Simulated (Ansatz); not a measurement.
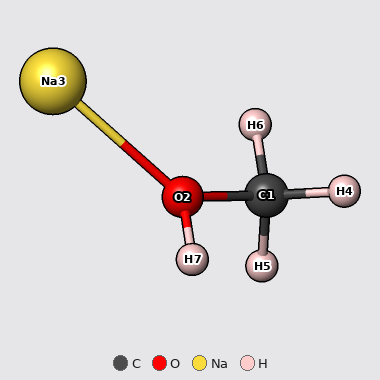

The system is CH4NaO, SMILES C[OH+][Na], charge +1; the picture shows the reference structure. Coordinates scanned: (1) angle H5–C1–H4; (2) angle H7–O2–C1. Nothing is relaxed (all other coordinates rigid). Grid: 15 × 15 points. Points are written as (first, second). Energies are in kcal/mol, from the lowest grid point. These are results of RKS PBE0-D4/def2-TZVP (Ansatz 0.2.0), not measurements.

Its coordinates:

```xyz
7

C    -0.5885    0.3485   -0.1856
O     0.6127   -0.4323   -0.0480
Na    1.8369   -0.7508    1.7502
H    -0.4406    1.1537   -0.9063
H    -1.4224   -0.2838   -0.4925
H    -0.8114    0.7812    0.7887
H     0.8134   -0.8165   -0.9066
```

Range: angle H5–C1–H4 from 85.2 to 135.2°; angle H7–O2–C1 from 72.8 to 142.8°.

Q: What landscape does the calculation give?

A: The lowest grid point is at (110.2°, 107.8°). It is the only kind of minimum in the scanned range. The highest grid point, (85.2°, 72.8°), lies 39.0 kcal/mol above the lowest. Round the minimum the two coordinates are nearly uncoupled.

| angle H7–O2–C1 ↓, angle H5–C1–H4 → | 85.2 | 88.8 | 92.4 | 95.9 | 99.5 | 103.1 | 106.7 | 110.2 | 113.8 | 117.4 | 120.9 | 124.5 | 128.1 | 131.7 | 135.2 |
| --- | --- | --- | --- | --- | --- | --- | --- | --- | --- | --- | --- | --- | --- | --- | --- |
| 142.8 | 31.5 | 28.2 | 25.4 | 23.1 | 21.4 | 20.1 | 19.4 | 19.2 | 19.5 | 20.3 | 21.7 | 23.6 | 26.1 | 29.1 | 32.5 |
| 137.8 | 27.0 | 23.6 | 20.8 | 18.5 | 16.8 | 15.5 | 14.8 | 14.6 | 14.9 | 15.7 | 17.1 | 19.0 | 21.5 | 24.5 | 27.9 |
| 132.8 | 22.9 | 19.5 | 16.7 | 14.4 | 12.6 | 11.4 | 10.6 | 10.4 | 10.7 | 11.6 | 12.9 | 14.9 | 17.3 | 20.3 | 23.8 |
| 127.8 | 19.4 | 16.0 | 13.2 | 10.9 | 9.1 | 7.8 | 7.1 | 6.9 | 7.2 | 8.0 | 9.4 | 11.3 | 13.7 | 16.8 | 20.2 |
| 122.8 | 16.6 | 13.2 | 10.3 | 8.0 | 6.2 | 4.9 | 4.2 | 4.0 | 4.3 | 5.1 | 6.4 | 8.4 | 10.8 | 13.8 | 17.3 |
| 117.8 | 14.5 | 11.1 | 8.2 | 5.9 | 4.1 | 2.8 | 2.0 | 1.8 | 2.1 | 2.9 | 4.3 | 6.2 | 8.6 | 11.6 | 15.1 |
| 112.8 | 13.3 | 9.9 | 7.0 | 4.7 | 2.8 | 1.5 | 0.7 | 0.5 | 0.7 | 1.6 | 2.9 | 4.8 | 7.2 | 10.2 | 13.6 |
| 107.8 | 12.9 | 9.5 | 6.6 | 4.2 | 2.4 | 1.1 | 0.3 | 0.0 | 0.3 | 1.1 | 2.4 | 4.3 | 6.7 | 9.7 | 13.1 |
| 102.8 | 13.5 | 10.1 | 7.1 | 4.8 | 2.9 | 1.6 | 0.7 | 0.5 | 0.7 | 1.5 | 2.8 | 4.7 | 7.1 | 10.1 | 13.5 |
| 97.8 | 15.1 | 11.6 | 8.7 | 6.3 | 4.4 | 3.0 | 2.2 | 1.9 | 2.2 | 3.0 | 4.2 | 6.1 | 8.5 | 11.5 | 14.9 |
| 92.8 | 17.7 | 14.2 | 11.2 | 8.9 | 7.0 | 5.6 | 4.7 | 4.4 | 4.7 | 5.4 | 6.7 | 8.6 | 11.0 | 13.9 | 17.3 |
| 87.8 | 21.4 | 17.9 | 14.9 | 12.5 | 10.6 | 9.2 | 8.3 | 8.0 | 8.2 | 9.0 | 10.3 | 12.1 | 14.5 | 17.4 | 20.8 |
| 82.8 | 26.1 | 22.6 | 19.6 | 17.2 | 15.3 | 13.9 | 13.0 | 12.7 | 12.9 | 13.7 | 14.9 | 16.7 | 19.1 | 22.0 | 25.4 |
| 77.8 | 32.0 | 28.5 | 25.5 | 23.0 | 21.1 | 19.7 | 18.8 | 18.5 | 18.7 | 19.5 | 20.7 | 22.5 | 24.9 | 27.8 | 31.2 |
| 72.8 | 39.0 | 35.5 | 32.5 | 30.0 | 28.1 | 26.7 | 25.8 | 25.5 | 25.7 | 26.4 | 27.7 | 29.5 | 31.8 | 34.7 | 38.1 |

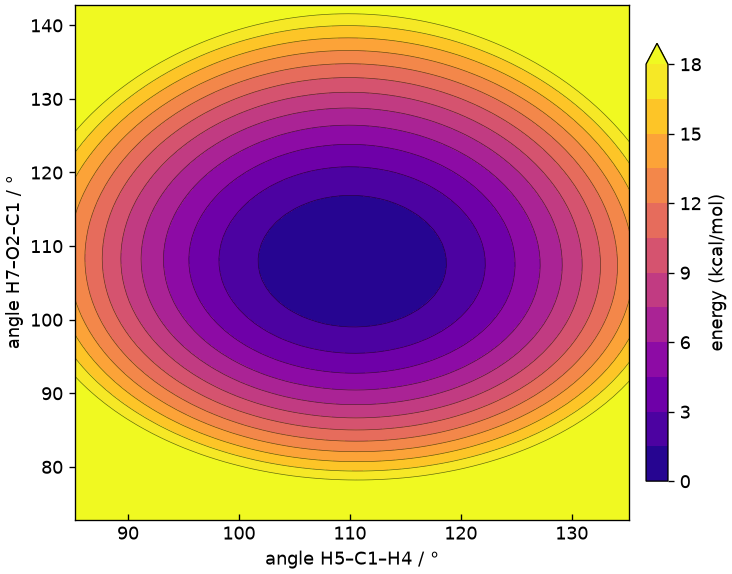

In the figure: filled contours, one colour for all values above the top of the scale. Between grid points the surface is interpolated.

Time for the 225 points that were run: 12 min on 1 thread of Arm Neoverse V1, on a shared host.
